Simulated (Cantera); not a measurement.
Input: 1 mol CuO, 2000 mol H₂, 1.1 mol H₂O, at 41.3 Torr.

Method: chemical equilibrium by Gibbs-energy minimisation in Cantera with the NASA 1993 tables (ideal gas, pure condensed phases). Candidate condensed phases: Cu, CuO, Cu(OH)₂, Cu₂O, H₂O; 12 gas species. The numbers say what is thermodynamically allowed, not how fast it happens.

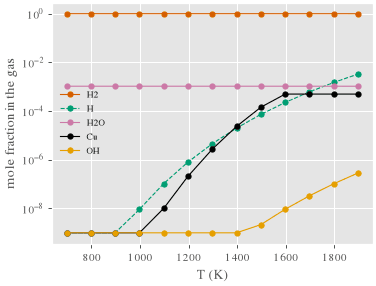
Figure: Equilibrium gas composition (values under 1e-9 drawn at 1e-9)

From 698 K to 1298 K the condensed part is Cu(s). From 1398 K to 1498 K the condensed part is Cu(l). From 1598 K to 1898 K nothing is condensed.
